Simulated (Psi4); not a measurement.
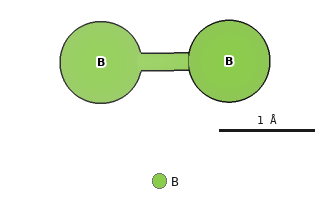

*The input geometry (ball-and-stick view, seen at a tilt).*

**Excited-state calculation of B$_{2}$ (part 1 of 3)**

System: B$_{2}$, multiplicity 3.
Method: EOM-CC3/6-31G**, UHF (Psi4 1.11).

The geometry comes from this level: GFN2-xTB.

**Input file (job.py)**
```python
import psi4

psi4.set_memory('1600 MB')
psi4.set_num_threads(1)
psi4.core.set_output_file('output.dat', False)

molecule = psi4.geometry("""
0 3
B      0.000000     0.000000     0.000000
B      0.000000     0.000000     1.405120
units angstrom
symmetry c1
""")

psi4.set_options(dict(basis='6-31G**', reference='uhf', scf_type='pk', freeze_core=True, roots_per_irrep=[4]))

E, wfn = psi4.energy('eom-cc3', molecule=molecule, return_wfn=True)
print(f'total energy {E:.8f} hartree = {E * 27.211386:.5f} eV')
for k, v in sorted(psi4.core.scalar_variables().items()):
    print(f'{k:45s} {v:18.10f}')
```

Hardware: 1 thread of Intel Xeon @ 2.50GHz (Skylake/Cascade Lake), 16 GiB of memory available, shared host.

Launch command:
```bash
python job.py
```

**What the program printed**
```
=> Loading Basis Set <=

    Name: 6-31G**
    Role: ORBITAL
    Keyword: BASIS

         ---------------------------------------------------------
                                   SCF
                              UHF Reference
                        1 Threads,   1525 MiB Core
         ---------------------------------------------------------

  ==> Geometry <==

    Molecular point group: c1
    Full point group: D_inf_h

    Geometry (in Angstrom), charge = 0, multiplicity = 3:

       Center              X                  Y                   Z               Mass
    ------------   -----------------  -----------------  -----------------  -----------------
         B            0.000000000000     0.000000000000    -0.702560000000    11.009305360000
         B            0.000000000000     0.000000000000     0.702560000000    11.009305360000

  Running in c1 symmetry.

  Rotational constants: A = ************  B =      1.55110  C =      1.55110 [cm^-1]
  Rotational constants: A = ************  B =  46500.80234  C =  46500.80234 [MHz]
  Nuclear repulsion =    9.415160460850320

  Charge       = 0
  Multiplicity = 3
  Electrons    = 10
  Nalpha       = 6
  Nbeta        = 4

  ==> Algorithm <==

  SCF Algorithm Type is PK.
  DIIS enabled.
  MOM disabled.
  Fractional occupation disabled.
  Guess Type is SAD.
  Energy threshold   = 1.00e-08
  Density threshold  = 1.00e-08
  Integral threshold = 1.00e-12

  ==> Primary Basis <==

  Basis Set: 6-31G**
    Blend: 6-31G**
    Number of shells: 12
    Number of basis functions: 30
    Number of Cartesian functions: 30
    Spherical Harmonics?: false
    Max angular momentum: 2

  ==> Integral Setup <==

  Using in-core PK algorithm.
   Calculation information:
      Number of atoms:                   2
      Number of AO shells:              12
      Number of primitives:             30
      Number of atomic orbitals:        30
      Number of basis functions:        30

      Integral cutoff                 1.00e-12
      Number of threads:                 1

  Performing in-core PK
  Using 216690 doubles for integral storage.
  We computed 3081 shell quartets total.
  Whereas there are 3081 unique shell quartets.

  ==> DiskJK: Disk-Based J/K Matrices <==

    J tasked:                  Yes
    K tasked:                  Yes
    wK tasked:                  No
    Memory [MiB]:             1144
    Schwarz Cutoff:          1E-12

  Minimum eigenvalue in the overlap matrix is 5.1763607845E-03.
  Reciprocal condition number of the overlap matrix is 9.4709659815E-04.
    Using symmetric orthogonalization.

  ==> Pre-Iterations <==

  SCF Guess: Superposition of Atomic Densities via on-the-fly atomic UHF (no occupation information).

   -------------------------
    Irrep   Nso     Nmo
   -------------------------
     A         30      30
   -------------------------
    Total      30      30
   -------------------------

  ==> Iterations <==

                        Total Energy        Delta E     RMS |[F,P]|

   @UHF iter SAD:   -48.26374201990324   -4.82637e+01   0.00000e+00
   @UHF iter   1:   -48.99074533348475   -7.27003e-01   5.86676e-03 DIIS/ADIIS
   @UHF iter   2:   -49.01706949006780   -2.63242e-02   1.79530e-03 DIIS/ADIIS
   @UHF iter   3:   -49.02151294971394   -4.44346e-03   1.04252e-03 DIIS/ADIIS
   @UHF iter   4:   -49.02442593975718   -2.91299e-03   4.18062e-04 DIIS/ADIIS
   @UHF iter   5:   -49.02494906140839   -5.23122e-04   1.33057e-04 DIIS/ADIIS
   @UHF iter   6:   -49.02499550190134   -4.64405e-05   1.84835e-05 DIIS
   @UHF iter   7:   -49.02499612443546   -6.22534e-07   2.28855e-06 DIIS
   @UHF iter   8:   -49.02499613277867   -8.34321e-09   5.96265e-07 DIIS
   @UHF iter   9:   -49.02499613341308   -6.34401e-10   6.46765e-08 DIIS
   @UHF iter  10:   -49.02499613341902   -5.94724e-12   8.39671e-09 DIIS
  Energy and wave function converged.

  ==> Post-Iterations <==

   @Spin Contamination Metric:   9.761098083E-02
   @S^2 Expected:                2.000000000E+00
   @S^2 Observed:                2.097610981E+00
   @S   Expected:                1.000000000E+00
   @S   Observed:                1.000000000E+00

    Orbital Energies [Eh]
    ---------------------

    Alpha Occupied:

       1A     -7.675991     2A     -7.673373     3A     -0.727850
       4A     -0.417553     5A     -0.365458     6A     -0.324824

    Alpha Virtual:

       7A     -0.035028     8A      0.131844     9A      0.158652
      10A      0.366567    11A      0.519562    12A      0.548786
      13A      0.575450    14A      0.577499    15A      0.678878
      16A      0.702578    17A      0.740281    18A      1.140861
      19A      1.342467    20A      1.348479    21A      1.348604
      22A      1.374428    23A      1.668297    24A      1.669039
      25A      1.877357    26A      2.123154    27A      2.152764
      28A      2.597777    29A      3.717506    30A      3.722890

    Beta Occupied:

       1A     -7.651830     2A     -7.649015     3A     -0.675110
       4A     -0.284679

    Beta Virtual:

       5A      0.015974     6A      0.065201     7A      0.080156
       8A      0.228404     9A      0.270038    10A      0.419705
      11A      0.525672    12A      0.584035    13A      0.619772
      14A      0.658037    15A      0.730445    16A      0.759285
      17A      0.804245    18A      1.163239    19A      1.402440
      20A      1.417200    21A      1.419380    22A      1.420127
      23A      1.729946    24A      1.729985    25A      1.908090
      26A      2.179601    27A      2.183514    28A      2.608820
      29A      3.752590    30A      3.763859

    Final Occupation by Irrep:
              A
    DOCC [     4 ]
    SOCC [     2 ]
    NA   [     6 ]
    NB   [     4 ]

  @UHF Final Energy:   -49.02499613341902

   => Energetics <=

    Nuclear Repulsion Energy =              9.4151604608503199
    One-Electron Energy =                 -83.4346303959422357
    Two-Electron Energy =                  24.9944738016728962
    Total Energy =                        -49.0249961334190232

  UHF NO Occupations:
  HONO-2 :    4  A 1.9506825
  HONO-1 :    5  A 1.0000000
  HONO-0 :    6  A 1.0000000
  LUNO+0 :    7  A 0.0493175
  LUNO+1 :    8  A 0.0007028
  LUNO+2 :    9  A 0.0000009
  LUNO+3 :   10  A 0.0000005

Computation Completed

Properties will be evaluated at   0.000000,   0.000000,   0.000000 [a0]

Properties computed using the SCF density matrix

 Multipole Moments:

 ------------------------------------------------------------------------------------
     Multipole            Electronic (a.u.)      Nuclear  (a.u.)        Total (a.u.)
 ------------------------------------------------------------------------------------

 L = 1.  Multiply by 2.5417464519 to convert [e a0] to [Debye]
 Dipole X            :         -0.0000000            0.0000000           -0.0000000
 Dipole Y            :         -0.0000000            0.0000000           -0.0000000
 Dipole Z            :         -0.0000000            0.0000000           -0.0000000
 Magnitude           :                                                    0.0000000

 ------------------------------------------------------------------------------------

	total time  =          1 seconds =       0.02 minutes
 MINTS: Wrapper to libmints.

   Calculation information:
      Number of threads:                 1
      Number of atoms:                   2
      Number of AO shells:              12
      Number of SO shells:              12
      Number of primitives:             30
      Number of atomic orbitals:        30
      Number of basis functions:        30

      Number of irreps:                  1
      Integral cutoff                 1.00e-12
      Number of functions per irrep: [  30 ]

 OEINTS: Overlap, kinetic, potential, dipole, and quadrupole integrals
         stored in file 35.

      Computing two-electron integrals...done
      Computed 28697 non-zero two-electron integrals.
        Stored in file 33.

	Wfn Parameters:
	--------------------
	Wavefunction         = CC3
	Number of irreps     = 1
	Number of MOs        = 30
	Number of active MOs = 28
	AO-Basis             = NONE
	Semicanonical        = false
	Reference            = UHF
	Print Level          = 1

	IRREP	# MOs	# FZDC	# DOCC	# SOCC	# VIRT	# FZVR
	-----	-----	------	------	------	------	------
	 A	   30	    2	    2	    2	    24	    0
	Transforming integrals...
	IWL integrals will be deleted.
	(OO|OO)...
	Presorting SO-basis two-electron integrals.
	Sorting File: SO Ints (nn|nn) nbuckets = 1
	Constructing frozen core operators
	Starting AA/AB first half-transformation.
	Sorting AA/AB half-transformed integrals.
	Starting BB first half-transformation.
	Sorting BB half-transformed integrals.
	First half integral transformation complete.
	Starting AA second half-transformation.
	Starting AB second half-transformation.
	Starting BB second half-transformation.
	Two-electron integral transformation complete.
	(OO|OV)...
	Starting AA second half-transformation.
	Starting AB second half-transformation.
	Starting BB second half-transformation.
	Two-electron integral transformation complete.
	(OO|VV)...
	Starting AA second half-transformation.
	Starting AB second half-transformation.
	Starting BB second half-transformation.
	Two-electron integral transformation complete.
	(OV|OO)...
	Starting AA/AB first half-transformation.
	Sorting AA/AB half-transformed integrals.
	Starting BB first half-transformation.
	Sorting BB half-transformed integrals.
	First half integral transformation complete.
	Starting AA second half-transformation.
	Starting AB second half-transformation.
	Starting BB second half-transformation.
	Two-electron integral transformation complete.
	(OV|OV)...
	Starting AA second half-transformation.
	Starting AB second half-transformation.
	Starting BB second half-transformation.
	Two-electron integral transformation complete.
	(OV|VV)...
	Starting AA second half-transformation.
	Starting AB second half-transformation.
	Starting BB second half-transformation.
	Two-electron integral transformation complete.
	(VV|OO)...
	Starting AA/AB first half-transformation.
	Sorting AA/AB half-transformed integrals.
	Starting BB first half-transformation.
	Sorting BB half-transformed integrals.
	First half integral transformation complete.
	Starting AA second half-transformation.
	Starting AB second half-transformation.
	Starting BB second half-transformation.
	Two-electron integral transformation complete.
	(VV|OV)...
	Starting AA second half-transformation.
	Starting AB second half-transformation.
	Starting BB second half-transformation.
	Two-electron integral transformation complete.
	(VV|VV)...
	Starting AA second half-transformation.
	Starting AB second half-transformation.
	Starting BB second half-transformation.
	Two-electron integral transformation complete.
	Frozen core energy     =    -49.99200598132359

	Size of irrep 0 of <AB|CD> integrals:      0.076 (MW) /      0.609 (MB)
	Total:                                     0.076 (MW) /      0.609 (MB)

	Size of irrep 0 of <ab|cd> integrals:      0.106 (MW) /      0.845 (MB)
	Total:                                     0.106 (MW) /      0.845 (MB)

	Size of irrep 0 of <Ab|Cd> integrals:      0.389 (MW) /      3.115 (MB)
	Total:                                     0.389 (MW) /      3.115 (MB)

	Size of irrep 0 of <IA|BC> integrals:      0.055 (MW) /      0.442 (MB)
	Total:                                     0.055 (MW) /      0.442 (MB)

	Size of irrep 0 of <ia|bc> integrals:      0.035 (MW) /      0.281 (MB)
	Total:                                     0.035 (MW) /      0.281 (MB)

	Size of irrep 0 of <Ia|Bc> integrals:      0.065 (MW) /      0.519 (MB)
	Total:                                     0.065 (MW) /      0.519 (MB)

	Size of irrep 0 of <iA|bC> integrals:      0.030 (MW) /      0.240 (MB)
	Total:                                     0.030 (MW) /      0.240 (MB)

	Size of irrep 0 of tIjAb amplitudes:       0.005 (MW) /      0.040 (MB)
	Total:                                     0.005 (MW) /      0.040 (MB)

	Nuclear Rep. energy          =      9.41516046085032
	SCF energy                   =    -49.02499613341902
	One-electron energy          =    -14.10082694943232
	Two-electron (AA) energy     =      1.95423944242537
	Two-electron (BB) energy     =      0.37669255012051
	Two-electron (AB) energy     =      3.32174434394064
	Two-electron energy          =      5.65267633648652
	Reference energy             =    -49.02499613341907

	total time  =          1 seconds =       0.02 minutes
            **************************
            *                        *
            *        CCENERGY        *
            *                        *
            **************************

    Nuclear Rep. energy (wfn)     =    9.415160460850320
    SCF energy          (wfn)     =  -49.024996133419023
    Reference energy    (file100) =  -49.024996133419066

    Input parameters:
    -----------------
    Wave function   =     CC3
    Reference wfn   =     UHF
    Brueckner       =     No
    Memory (Mbytes) =     1600.0
    Maxiter         =     50
    R_Convergence   =     1.0e-07
    E_Convergence   =     1.0e-06
    Restart         =     Yes
    DIIS            =     Yes
    AO Basis        =     NONE
    ABCD            =     NEW
    Cache Level     =     2
    Cache Type      =     LRU
    Print Level     =     1
    Num. of threads =     1
    # Amps to Print =     10
    Print MP2 Amps? =     No
    Analyze T2 Amps =     No
    Print Pair Ener =     No
    Local CC        =     No
    T3 Ws incore    =     No
    SCS-MP2         =     False
    SCSN-MP2        =     False
    SCS-CCSD        =     False

MP2 correlation energy -0.1178779580887182
                Solving CC Amplitude Equations
                ------------------------------
  Iter             Energy              RMS        T1Diag      D1Diag    New D1Diag    D2Diag
  ----     ---------------------    ---------   ----------  ----------  ----------   --------
     0        -0.117877958088718    0.000e+00    0.000000    0.000000    0.000000    0.000000
     1        -0.136587541540728    7.840e-02    0.019697    0.000000    0.000000    0.000000
     2        -0.147248156712185    4.211e-02    0.035499    0.000000    0.000000    0.000000
     3        -0.150255324443005    2.211e-02    0.047862    0.000000    0.000000    0.000000
     4        -0.151221477256138    1.056e-02    0.052365    0.000000    0.000000    0.000000
     5        -0.151466649742622    6.063e-03    0.054152    0.000000    0.000000    0.000000
     6        -0.151624232677523    3.285e-03    0.054734    0.000000    0.000000    0.000000
     7        -0.151663662334108    1.493e-03    0.054782    0.000000    0.000000    0.000000
     8        -0.151623466231537    7.213e-04    0.054588    0.000000    0.000000    0.000000
     9        -0.151643933050922    3.439e-04    0.054520    0.000000    0.000000    0.000000
    10        -0.151641666425504    1.624e-04    0.054441    0.000000    0.000000    0.000000
    11        -0.151639332721603    6.455e-05    0.054410    0.000000    0.000000    0.000000
    12        -0.151640877373304    1.802e-05    0.054406    0.000000    0.000000    0.000000
    13        -0.151640845721797    4.667e-06    0.054403    0.000000    0.000000    0.000000
    14        -0.151640734013489    1.444e-06    0.054403    0.000000    0.000000    0.000000
    15        -0.151640738443345    6.555e-07    0.054403    0.000000    0.000000    0.000000
    16        -0.151640736285145    2.594e-07    0.054403    0.000000    0.000000    0.000000
    17        -0.151640738743684    9.179e-08    0.054403    0.000000    0.000000    0.000000

    Iterations converged.

    Largest TIA Amplitudes:
              0   0         0.0794217893
              3   6         0.0280576602
              0   4        -0.0229108076
              2   5         0.0183597164
              1  10        -0.0163689497
              1  11         0.0074771046
              3  15         0.0055949857
              2  12         0.0047106381
              1   3        -0.0045155142
              0  14         0.0033039521

    Largest Tia Amplitudes:
              0   2         0.0858575996
              1  14         0.0272522343
              1   7         0.0224414392
              0   9         0.0223536087
              0   6         0.0136644673
              0  17         0.0055826279
              0  20        -0.0050362580
              0  24         0.0027947344

    Largest TIJAB Amplitudes:
      2   1   1   0         0.0837795457
      3   1   2   0         0.0831496025
      3   2   2   1        -0.0547521625
      2   1   7   1         0.0258402966
      3   1   7   2         0.0239653009
      1   0   3   0        -0.0239595476
      2   1   8   0         0.0235884055
      3   1   9   0         0.0233228895
      3   2   9   1        -0.0232337781
      3   2   6   5        -0.0226056105

    Largest Tijab Amplitudes:
      1   0   7   2         0.0164755281
      1   0  16   1         0.0133403670
      1   0   7   6         0.0130897737
      1   0  14   2        -0.0113843887
      1   0  13  10         0.0090215237
      1   0  14   6        -0.0069952121
      1   0  16   8         0.0068680317
      1   0  13   3         0.0065865373
      1   0   9   7         0.0057327743
      1   0  10   5        -0.0052134939

    Largest TIjAb Amplitudes:
      3   1   0   2         0.1448436523
      1   1   0   3         0.1289227324
      3   1   2   3        -0.1079786992
      1   0   0   0         0.1009845867
      2   1   1   3        -0.0713216194
      1   1   2   2        -0.0667934031
      1   0   1   1        -0.0606207519
      0   0   0   2         0.0589489394
      2   0   1   0        -0.0544941579
      0   1   2   0        -0.0506518269

    SCF energy       (wfn)                    =  -49.024996133419023
    Reference energy (file100)                =  -49.024996133419066

    Opposite-spin MP2 correlation energy      =   -0.084214339693228
    Same-spin MP2 correlation energy          =   -0.033663618395490
    Singles MP2 correlation energy            =   -0.000000000000000
    MP2 correlation energy                    =   -0.117877958088718
      * MP2 total energy                      =  -49.142874091507785
    CC3 correlation energy                    =   -0.151640738743684
      * CC3 total energy                      =  -49.176636872162753

			**************************
			*                        *
			*         CCHBAR         *
			*                        *
			**************************
```
